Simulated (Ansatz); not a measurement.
# H2O on Al(100), bridge start, 2x2 cell: work function, bands and core levels, part 3 of 4

Wanted: core-level shifts and unfolded surface bands for H2O on Al(100), bridge start, 2x2 cell.

Ansatz 0.2.0; DFT, PBE, plane-wave PAW, default files, scalar-relativistic.

So far, work function, lower face (eV): step 2 (the clean face) 4.29; step 3 (relaxation) 4.33.

## Step 4: Layer-resolved bands, DOS and potential

The main run: bands along the zone's path, each state's share in the top and middle regions, the DOS and the planar potential. The cell holds 4 small cells, so the bands are unfolded.

Contents of input.yaml:

```yaml
crystal:
  lattice:
    - [5.713422792, 0.0, 0.0]
    - [0.0, 5.713422792, 0.0]
    - [0.0, 0.0, 25.08]
  atoms:
    - { symbol: H, position: [0.4936355196, 0.2226936292, 0.7154369761] }
    - { symbol: H, position: [0.288018435, 0.0447635095, 0.7160011432] }
    - { symbol: O, position: [0.4596006093, 0.0540649332, 0.7131436374] }
    - { symbol: Al, position: [-0.0081783801, -0.0031326971, 0.6210618023] }
    - { symbol: Al, position: [0.4988626359, 0.0023368491, 0.6271969778] }
    - { symbol: Al, position: [0.0010461275, 0.498045546, 0.6230115779] }
    - { symbol: Al, position: [0.502448562, 0.5117416252, 0.6208101911] }
    - { symbol: Al, position: [0.2508926199, 0.2494671854, 0.5415865923] }
    - { symbol: Al, position: [0.7493825621, 0.2504535976, 0.5407663855] }
    - { symbol: Al, position: [0.2495101177, 0.750985751, 0.5405007738] }
    - { symbol: Al, position: [0.7506816562, 0.7498383894, 0.5398139] }
    - { symbol: Al, position: [0.0, 0.0, 0.460127592] }
    - { symbol: Al, position: [0.5, 0.0, 0.460127592] }
    - { symbol: Al, position: [0.0, 0.5, 0.460127592] }
    - { symbol: Al, position: [0.5, 0.5, 0.460127592] }
    - { symbol: Al, position: [0.25, 0.25, 0.379585327] }
    - { symbol: Al, position: [0.75, 0.25, 0.379585327] }
    - { symbol: Al, position: [0.25, 0.75, 0.379585327] }
    - { symbol: Al, position: [0.75, 0.75, 0.379585327] }
    - { symbol: Al, position: [0.0, 0.0, 0.299043062] }
    - { symbol: Al, position: [0.5, 0.0, 0.299043062] }
    - { symbol: Al, position: [0.0, 0.5, 0.299043062] }
    - { symbol: Al, position: [0.5, 0.5, 0.299043062] }
kpoints:
  mp_grid: { grid: [8, 8, 1] }
scf:
  occupations: { method: fermi_dirac, width: 0.05 }
  n_extra_bands: 24
hamiltonian:
  xc: pbe
  pseudopotentials: { kind: paw }
output:
  forces: true
  write_potential: true
  volumetric_format: []
  efg: { contact_densities: true }
  dos:
    projected:
      site_lists:
        adsorbate: [0, 1, 2]
        layer_1: [3, 4, 5, 6]
        layer_2: [7, 8, 9, 10]
        layer_3: [11, 12, 13, 14]
        other_layers: [15, 16, 17, 18, 19, 20, 21, 22]
    de: 0.05
    e_range: [-30, 12]
    method: { smearing: { sigma: 0.15, scheme: gaussian } }
  eigenstates:
    kpoints:
      - [0.0, 0.0, 0.0]
      - [-0.07142857, -0.07142857, 0.0]
      - [-0.14285714, -0.14285714, 0.0]
      - [-0.21428571, -0.21428571, 0.0]
      - [-0.28571429, -0.28571429, 0.0]
      - [-0.35714286, -0.35714286, 0.0]
      # [... 24 more points ...]
      - [0.0, -0.2, 0.0]
      - [0.0, -0.1, 0.0]
    e_range: [-8.0, 4.0]
    unfold:
      supercell_matrix: [[2, 0, 0], [0, 2, 0], [0, 0, 1]]
      layers:
        axis: 3
        edges: [0.139553, 0.419058, 0.419158, 0.581097, 0.581197, 0.875489]
efield:
  axis: 3
  dipole_correction: true
```

Started as:

```
> ansatz run input.yaml --threads 4 --pin off --max-ram 12288MiB --backend cpu --events-out ev --progress --plain --runs-dir out
```

Numbers of over 12 decimals in the logs are rounded to 6 here.

Output:

```text
[...]
Crystal: 23 atoms, lattice volume = 818.691 Å³
Basis set: ecut = 420 eV, 16103 PW (Γ), exchange–correlation on 80×80×360 points (8 copies of the dense FFT grid, shifted against one another)
Bands: 58, of which v1, the nominal top of the filled ones, is band 34 counted from 1 (33 counted from 0)
Symmetry: 1 space group operations
[...]
k-points: 34 of 64 (time reversal used)
[...]
SCF iter   1: F=—  HF=-11345.664729 eV  |F-HF|=—  |Δ(HF+E_count)|=         —  Δρ=1.49e-3  dr2=2.45e-1  ethr=1.77e-3  p=0.111 e·Å  D=2.46e-2 V/Å  ΔV_dip=-0.62 eV  dr2_dipole=1.05e-1  V_vac-E_F(+/−)=3.50/4.12 eV  ⟨swp⟩=8.9  Hψ=11791  notcnv=0  defer=180
[...]
SCF iter   7: F=-11345.654828 eV  HF=-11345.654828 eV  |F-HF|=1.60e-8  |Δ(HF+E_count)|=   2.15e-7  Δρ=8.33e-7  dr2=1.56e-8  ethr=1.47e-10  p=0.181 e·Å  D=4.01e-2 V/Å  ΔV_dip=-1.01 eV  dr2_dipole=3.03e-10  V_vac-E_F(+/−)=3.29/4.29 eV  ⟨swp⟩=43.7  Hψ=22620  notcnv=0
SCF 1 converged in 7 iterations: F = -11345.654828 eV  dr2 = 1.56e-8
[...]
efield: sawtooth ramp at fractional position 0.9575 (kept from the solve that this one continues, or follows in the run), width 0.1000; the density the first Hamiltonian is built on has a dipole p = 0.181 e·Å; the dipole correction subtracts the counter field D = 4.01e-2 V/Å, which shifts the + side's vacuum level by -1.01 eV against the − side's; the planar-averaged density in the ramp window peaks in size at 3.2e-6 e/Å³
[...]
SCF converged after 7 iterations
Free energy (F): -11345.654828 eV
[...]
Internal energy: -11345.574303 eV  (E = F + TS)
E sigma→0 (E₀):  -11345.614565 eV
Entropy (-TS):   -0.080525 eV (-3.501 meV/atom)
Fermi energy:    1.185028 eV
Dipole field:    D = 0.040118 V/Å  (p = 0.181510 e·Å, saw-weighted, corrected)
Work function:   Φ+ = 3.2884 eV   Φ− = 4.2945 eV
[...]
--- Forces (eV/Å), atoms counted from 1 ---
  atom   1  H     -0.00078117    -0.00991361     0.00140197
  atom   2  H      0.01406228    -0.00086751     0.00305300
  atom   3  O     -0.01863482     0.00628276     0.02145454
  atom   4  Al     0.00025167     0.00255585    -0.03969241
  atom   5  Al     0.00557701     0.00021161    -0.02608740
  atom   6  Al     0.00725765    -0.00548947    -0.00924411
  atom   7  Al    -0.00300541    -0.00244771    -0.03874954
  atom   8  Al    -0.00318346     0.00085501     0.10531984
  atom   9  Al     0.00301482    -0.00468723     0.10490985
  atom  10  Al     0.00589681    -0.00210432     0.10457012
  atom  11  Al    -0.00496483     0.00294093     0.10188343
  atom  12  Al     0.02280652     0.02820832    -0.03617027
  atom  13  Al    -0.01283825     0.01616909     0.04249181
  atom  14  Al     0.01103077    -0.01535007     0.01240009
  atom  15  Al    -0.01813665    -0.02755696    -0.03162903
  atom  16  Al     0.00116186    -0.00161090     0.03695140
  atom  17  Al    -0.00508389     0.00667422     0.03510367
  atom  18  Al    -0.00746349     0.00607804     0.03533594
  atom  19  Al     0.00369271    -0.00190810     0.03839462
  atom  20  Al    -0.00061016    -0.00086995    -0.12507285
  atom  21  Al    -0.00091973     0.00065200    -0.09030906
  atom  22  Al    -0.00085254     0.00007169    -0.12099475
  atom  23  Al     0.00174964     0.00210075    -0.12535334
  max |Σ_I F_I| component: 3.25e-5 eV/Å
--- PAW observables at the nuclei: V_zz in 10²¹ V/m², potentials from the cell's mean, atoms counted from 1 ---
  atom   1  H  V_zz =    +3.733170   η = 0.0983   by run symmetry: allowed
            electrostatic potential = -31.229006 V   contact ρ = 2.931478 e/Å³
  atom   2  H  V_zz =    +3.743607   η = 0.0987   by run symmetry: allowed
            electrostatic potential = -31.227136 V   contact ρ = 2.933757 e/Å³
  atom   3  O  V_zz =   -13.392095   η = 0.8045   by run symmetry: allowed
            electrostatic potential = -612.822868 V   contact ρ = 2157.077624 e/Å³
  atom   4  Al V_zz =    -0.513219   η = 0.6807   by run symmetry: allowed
            electrostatic potential = -1221.769586 V   contact ρ = 10089.103007 e/Å³
  atom   5  Al V_zz =    +1.805687   η = 0.0496   by run symmetry: allowed
            electrostatic potential = -1220.936191 V   contact ρ = 10088.300271 e/Å³
  atom   6  Al V_zz =    +1.016969   η = 0.0644   by run symmetry: allowed
            electrostatic potential = -1221.509382 V   contact ρ = 10089.806146 e/Å³
  atom   7  Al V_zz =    -0.502811   η = 0.5909   by run symmetry: allowed
            electrostatic potential = -1221.778665 V   contact ρ = 10089.106146 e/Å³
  atom   8  Al V_zz =    +0.224172   η = 0.4462   by run symmetry: allowed
            electrostatic potential = -1221.502223 V   contact ρ = 10086.859782 e/Å³
  atom   9  Al V_zz =    +0.338672   η = 0.6051   by run symmetry: allowed
            electrostatic potential = -1221.527849 V   contact ρ = 10086.924233 e/Å³
  atom  10  Al V_zz =    +0.355343   η = 0.6125   by run symmetry: allowed
            electrostatic potential = -1221.537123 V   contact ρ = 10086.943927 e/Å³
  atom  11  Al V_zz =    +0.386839   η = 0.3403   by run symmetry: allowed
            electrostatic potential = -1221.562272 V   contact ρ = 10086.960859 e/Å³
  atom  12  Al V_zz =    +0.109240   η = 0.1046   by run symmetry: allowed
            electrostatic potential = -1221.676410 V   contact ρ = 10087.154120 e/Å³
  atom  13  Al V_zz =    +0.299402   η = 0.0399   by run symmetry: allowed
            electrostatic potential = -1221.618399 V   contact ρ = 10087.076564 e/Å³
  atom  14  Al V_zz =    +0.128520   η = 0.0630   by run symmetry: allowed
            electrostatic potential = -1221.668764 V   contact ρ = 10086.984531 e/Å³
  atom  15  Al V_zz =    +0.118188   η = 0.0067   by run symmetry: allowed
            electrostatic potential = -1221.675954 V   contact ρ = 10087.151193 e/Å³
  atom  16  Al V_zz =    -0.179555   η = 0.0089   by run symmetry: allowed
            electrostatic potential = -1221.575201 V   contact ρ = 10086.774611 e/Å³
  atom  17  Al V_zz =    -0.189761   η = 0.0906   by run symmetry: allowed
            electrostatic potential = -1221.577636 V   contact ρ = 10086.782180 e/Å³
  atom  18  Al V_zz =    -0.193083   η = 0.1037   by run symmetry: allowed
            electrostatic potential = -1221.577985 V   contact ρ = 10086.782122 e/Å³
  atom  19  Al V_zz =    -0.206294   η = 0.0780   by run symmetry: allowed
            electrostatic potential = -1221.579306 V   contact ρ = 10086.780441 e/Å³
  atom  20  Al V_zz =    +1.073366   η = 0.0566   by run symmetry: allowed
            electrostatic potential = -1221.579320 V   contact ρ = 10089.687636 e/Å³
  atom  21  Al V_zz =    +1.075358   η = 0.0101   by run symmetry: allowed
            electrostatic potential = -1221.581649 V   contact ρ = 10089.682038 e/Å³
  atom  22  Al V_zz =    +0.966787   η = 0.0066   by run symmetry: allowed
            electrostatic potential = -1221.586101 V   contact ρ = 10089.667287 e/Å³
  atom  23  Al V_zz =    +1.072969   η = 0.0575   by run symmetry: allowed
            electrostatic potential = -1221.578865 V   contact ρ = 10089.692300 e/Å³
--- Band table (eV; the first three rows and the last of 34) ---
  k-point 0: bands = [... 30 lower, -0.1319, -0.0583, 0.6339, 0.8055, 0.8100, 1.0815, 1.0834, 1.3775, ... 20 higher]
  k-point 1: bands = [... 30 lower, 0.2700, 0.3427, 0.5199, 0.5613, 0.6198, 1.2999, 1.3221, 1.6691, ... 20 higher]
  k-point 2: bands = [... 30 lower, -0.3625, -0.1891, 1.1817, 1.2978, 1.5078, 1.5595, 1.7101, 1.7278, ... 20 higher]
  k-point 33: bands = [... 30 lower, 1.1013, 1.4749, 1.4834, 1.4864, 1.5396, 1.5678, 2.0757, 2.0820, ... 20 higher]
```

It took 2.3 min on 4 threads of Arm Neoverse V2, shared host; peak memory 2.5 GiB.

Reading the cycles: dr2 is the Hartree energy of the density residual (eV), the measure of convergence; HF is the Harris–Foulkes estimate of the energy, which meets the free energy F at convergence.

This step gave:

| Item | Value |
| --- | --- |
| free energy | -11345.6548 eV |
| energy at zero smearing | -11345.6146 eV |
| smearing term TS | 0.08052 eV |
| Fermi energy | 1.185 eV |
| share of occupied states in no projected shell | 0.014 of the occupied states in the window |
| DOS at the Fermi level | 9.616 states/eV/cell |
| work function, upper face | 3.289 eV |
| work function, lower face | 4.294 eV |

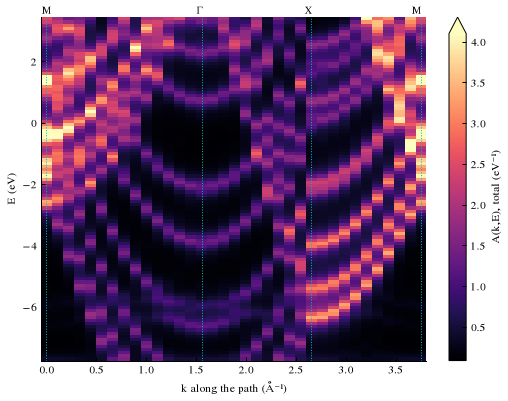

A(k,E), total over k along the path and E. Zero: Fermi level.

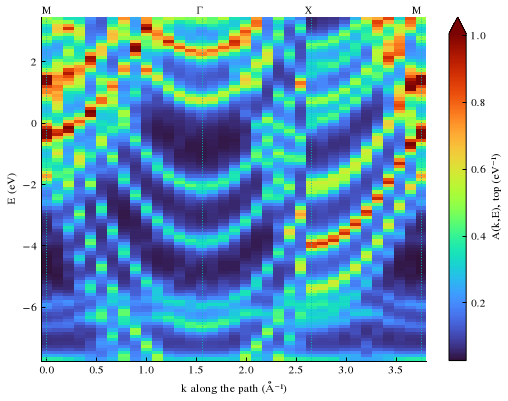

A(k,E), top over k along the path and E. Zero: Fermi level.

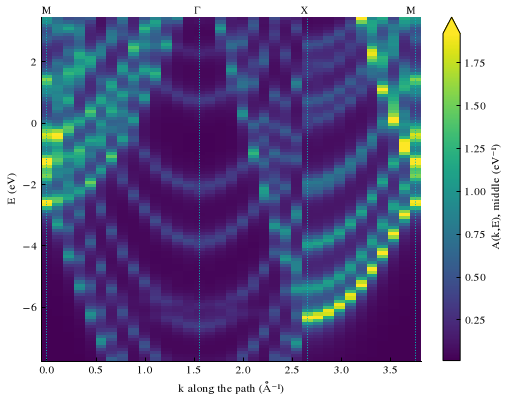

A(k,E), middle over k along the path and E. Zero: Fermi level.

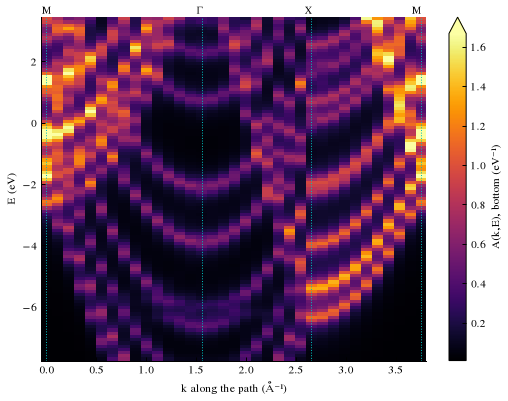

A(k,E), bottom over k along the path and E. Zero: Fermi level.

Peaks of A(k,E) at the labelled points: for each region the eleven nearest the zero at most, each over 6 % of that point's highest, less those above the energy where the solved bands run out; weight and spread sum the levels within three half widths or 0.3 eV, so near peaks share levels. Peaks of the spectral function, the first 40 of 96 rows:

| point | weight on | E (eV) | A (1/eV) | weight near the peak | rms spread of levels (eV) |
| --- | --- | --- | --- | --- | --- |
| M | total | -2.62 | 3.49 | 2.026 | 0.066 |
| M | total | -1.74 | 4.027 | 4.026 | 0.239 |
| M | total | -1.3 | 3.995 | 3.982 | 0.235 |
| M | total | -0.4 | 4.99 | 4.003 | 0.166 |
| M | total | 1.4 | 4.87 | 4.031 | 0.229 |
| M | total | 2.74 | 1.855 | 1.823 | 0.307 |
| M | total | 3.36 | 2.523 | 3.024 | 0.199 |
| M | top | -6.64 | 0.158 | 0.08 | 0.056 |
| M | top | -5.96 | 0.217 | 0.134 | 0.169 |
| M | top | -2.6 | 0.242 | 0.137 | 0.219 |
| M | top | -1.74 | 0.718 | 0.533 | 0.21 |
| M | top | -0.38 | 1.277 | 1.002 | 0.162 |
| M | top | 1 | 0.759 | 1.11 | 0.229 |
| M | top | 1.4 | 1.313 | 1.108 | 0.237 |
| M | top | 2.74 | 0.483 | 0.423 | 0.324 |
| M | top | 3.36 | 0.505 | 0.643 | 0.189 |
| M | middle | -2.62 | 2.046 | 1.211 | 0.018 |
| M | middle | -1.72 | 1.527 | 1.884 | 0.228 |
| M | middle | -1.28 | 2.203 | 1.881 | 0.227 |
| M | middle | -0.4 | 1.815 | 1.388 | 0.158 |
| M | middle | 1.4 | 1.565 | 1.296 | 0.224 |
| M | middle | 2.76 | 0.572 | 0.712 | 0.284 |
| M | middle | 3.34 | 1.023 | 1.404 | 0.365 |
| M | bottom | -2.62 | 1.201 | 0.676 | 0.025 |
| M | bottom | -1.74 | 1.782 | 1.606 | 0.229 |
| M | bottom | -1.3 | 1.436 | 1.602 | 0.229 |
| M | bottom | -0.4 | 1.902 | 1.61 | 0.173 |
| M | bottom | 1.4 | 1.989 | 1.625 | 0.227 |
| M | bottom | 2.74 | 0.801 | 0.743 | 0.296 |
| M | bottom | 3.36 | 0.994 | 1.215 | 0.196 |
| Γ | total | -6.64 | 1.27 | 0.796 | 0.083 |
| Γ | total | -5.96 | 0.812 | 0.512 | 0.19 |
| Γ | total | -3.92 | 1.258 | 0.959 | 0.102 |
| Γ | total | -2.06 | 1.249 | 0.978 | 0.116 |
| Γ | total | 0.74 | 1.467 | 0.965 | 0.153 |
| Γ | total | 2.28 | 1.479 | 1.029 | 0.158 |
| Γ | total | 3.34 | 1.556 | 1.005 | 0.154 |
| Γ | top | -6.64 | 0.444 | 0.267 | 0.072 |
| Γ | top | -5.96 | 0.334 | 0.209 | 0.188 |
| Γ | top | -3.94 | 0.349 | 0.262 | 0.102 |

The DOS has structure finer than the step of the table below, so its rows give means over 2.5 eV, whole bins alone (the curve runs from -25.2 to 3.12 eV). Peaks (eV: height): total -0.68: 10.3, 0.62: 10.5, 1.62: 14.5, 2.52: 13.5; Al 3p -0.68: 7.20, 0.72: 7.43, 1.62: 9.64, 2.52: 7.92; Al 3s -3.88: 2.97, -2.88: 3.24, 1.73: 3.52, 2.52: 2.98; O 2p -10.88: 4.67, -7.78: 3.29, -6.17: 1.63; H 1s -23.18: 1.57, -10.88: 1.85, -7.78: 0.272, 2.62: 0.512.

The DOS by E, zero at the Fermi level; means over each step; values in states/eV/cell:

| E (eV) | total | Al 3p | Al 3s | O 2p | H 1s | O 2s |
| --- | --- | --- | --- | --- | --- | --- |
| -22.5 | 0.800 | 0.0179 | 0.00403 | 0.0239 | 0.180 | 0.567 |
| -20.0 | 0 | 0 | 0 | 0 | 0 | 0 |
| -17.5 | 0 | 0 | 0 | 0 | 0 | 0 |
| -15.0 | 0 | 0 | 0 | 0 | 0 | 0 |
| -12.5 | 3.4e-4 | 0 | 0 | 2.3e-4 | 9.2e-5 | 0 |
| -10.0 | 2.60 | 0.922 | 0.874 | 0.562 | 0.221 | 1.1e-4 |
| -7.5 | 5.33 | 2.75 | 1.55 | 0.883 | 0.0522 | 0.0714 |
| -5.0 | 6.35 | 3.87 | 1.99 | 0.433 | 0.00197 | 0.00867 |
| -2.5 | 7.86 | 5.30 | 2.34 | 0.0579 | 0.00737 | 0.00807 |
| 0.0 | 8.84 | 6.03 | 2.30 | 0.0401 | 0.0414 | 0.0182 |

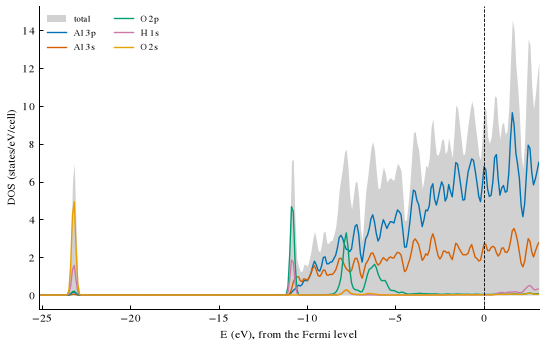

DOS against E.

This run's widths, added to any smearing of the DOS itself: Gaussian 0.45 eV, Lorentzian 0.05 eV plus 0.08 an eV of depth. The intensity by binding energy, zero at the Fermi level; values in % of the maximum within 13 eV:

| binding energy (eV) | 21.2 eV | 100 eV | 1486.7 eV | 2150 eV | 9251.7 eV |
| --- | --- | --- | --- | --- | --- |
| 0.0 | 9.22 | 19.1 | 48.9 | 48.3 | 46.9 |
| 2.5 | 17.6 | 34.9 | 93.9 | 93.4 | 92.3 |
| 5.0 | 34.2 | 44.5 | 78.5 | 78.1 | 77.6 |
| 7.5 | 86.9 | 88.9 | 72.4 | 69.6 | 64.3 |
| 10.0 | 34.2 | 29.0 | 33.2 | 33.3 | 33.8 |
| 12.5 | - | 6.91 | 3.68 | 3.49 | 3.18 |
| 15.0 | - | 1.93 | 1.81 | 1.70 | 1.44 |
| 17.5 | - | 1.65 | 2.13 | 1.95 | 1.47 |
| 20.0 | - | 3.33 | 5.11 | 4.61 | 3.20 |
| 22.5 | - | 23.5 | 38.1 | 34.2 | 23.0 |
| 25.0 | - | 8.25 | 13.3 | 11.9 | 8.07 |

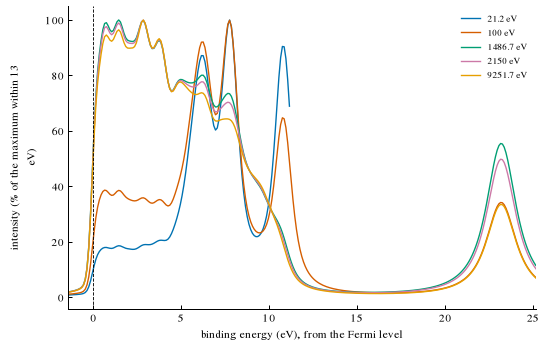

Intensity against binding energy.

Maxima picked by a test of local sharpness, so broad peaks and shoulders can be missing; peaks within 0.45 eV of a curve's cut are left out. Valence peaks, by row:

| photon energy (eV) | binding energy (eV) | height (% of the maximum within 13 eV) | main shell | its share (%) |
| --- | --- | --- | --- | --- |
| 21.2 | 7.75 | 100 | O 2p | 87.26 |
| 21.2 | 6.2 | 87.4 | O 2p | 89.44 |
| 21.2 | 1.5 | 18.59 | Al 3s | 39.39 |
| 100 | 23.2 | 34.22 | O 2s | 92.89 |
| 100 | 10.8 | 64.99 | O 2p | 91.44 |
| 100 | 7.75 | 100 | O 2p | 77.4 |
| 100 | 6.25 | 92.29 | O 2p | 75.09 |
| 100 | 3.8 | 35.25 | Al 3p | 42.94 |
| 100 | 2.85 | 35.89 | Al 3p | 48.05 |
| 100 | 1.5 | 38.56 | Al 3p | 55.09 |
| 100 | 0.7 | 38.67 | Al 3p | 59.02 |
| 1487 | 23.2 | 55.52 | O 2s | 98.99 |
| 1487 | 7.7 | 73.57 | Al 3s | 64.74 |
| 1487 | 6.25 | 80.16 | Al 3s | 72.61 |
| 1487 | 5 | 78.57 | Al 3s | 81.41 |
| 1487 | 3.75 | 92.68 | Al 3s | 83.41 |
| 1487 | 2.85 | 99.91 | Al 3s | 82.95 |
| 1487 | 1.5 | 100 | Al 3s | 78.94 |
| 1487 | 0.75 | 99.16 | Al 3s | 77.61 |
| 2150 | 23.2 | 49.85 | O 2s | 99.03 |
| 2150 | 7.7 | 70.35 | Al 3s | 71.47 |
| 2150 | 6.2 | 77.76 | Al 3s | 79.31 |
| 2150 | 5 | 78.18 | Al 3s | 86.5 |
| 2150 | 3.75 | 92.91 | Al 3s | 87.94 |
| 2150 | 2.85 | 100 | Al 3s | 87.56 |
| 2150 | 1.45 | 98.9 | Al 3s | 84.32 |
| 2150 | 0.75 | 97.71 | Al 3s | 83.29 |
| 9252 | 23.2 | 33.53 | O 2s | 98.91 |
| 9252 | 7.6 | 64.33 | Al 3s | 86.4 |
| 9252 | 6.2 | 73.76 | Al 3s | 92.2 |
| 9252 | 4.95 | 77.67 | Al 3s | 96.32 |
| 9252 | 3.75 | 93.25 | Al 3s | 96.71 |
| 9252 | 2.85 | 100 | Al 3s | 96.59 |
| 9252 | 1.45 | 96.47 | Al 3s | 95.32 |
| 9252 | 0.75 | 94.62 | Al 3s | 95.06 |

The planar mean, electrostatic potential oscillates, so the rows of the table below give means over windows of 2.5 Å about each position, cut where the curve ends. Its maxima inside the range that stand out by 2 % of the span (Å: eV): 1.7: 4.29, 8.5: -2.11, 10.6: -2.16, 12.5: -2.09, 14.6: -1.83, 17.1: 2.37. Its minima: 7.5: -5.91, 9.5: -6.11, 11.6: -6.05, 13.5: -6.12, 15.6: -5.92, 18.0: -0.652.

From the Fermi level. Planar mean, electrostatic potential against z; means over each step:

| z (Å) | planar mean, electrostatic potential (eV) |
| --- | --- |
| 0.0 | 3.97 |
| 2.5 | 4.29 |
| 5.0 | 3.95 |
| 7.5 | -3.51 |
| 10.0 | -4.70 |
| 12.5 | -4.92 |
| 15.0 | -4.56 |
| 17.5 | 0.783 |
| 20.0 | 3.24 |
| 22.5 | 3.29 |

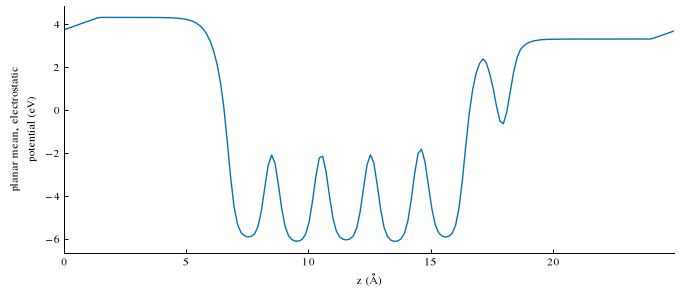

Planar mean, electrostatic potential against z.

(Continued in part 4 of 4.)

[Logs are printed without paths, hosts, clocks, repeated set-up lines and the standing remarks that a program may print on its own settings, such as how far it seeks lower states.]

[Hosts, paths, dates, database ids (printed as entryN), source tags and the programs' standing remarks are cut or masked in the printed files.]

[Maps of the electrostatic potential energy from Ansatz leave out the sawtooth potential of an applied field or a dipole correction, so their vacuum need not be flat; work functions include it.]
